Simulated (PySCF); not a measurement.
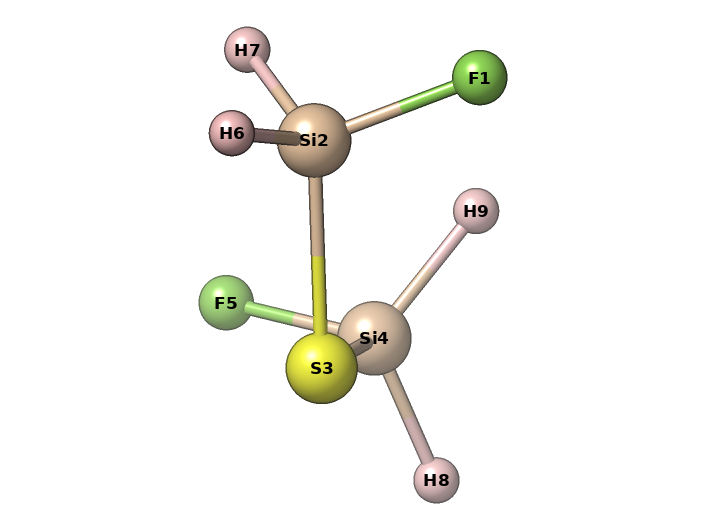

Si4 lies behind S3. The molecule seen a little off the S3–Si4 bond, S3 in front. Distant atoms are faded towards the background colour. The computed structure is the end point of a PBE0-D3(BJ)/def2-SVP optimisation. No frequency run is at hand to confirm it as a minimum.

What is the torsion angle Si2–S3–Si4–F5? The sign is positive where the front bond must turn clockwise to cover the back bond.

Answer. −82°, about perpendicular.
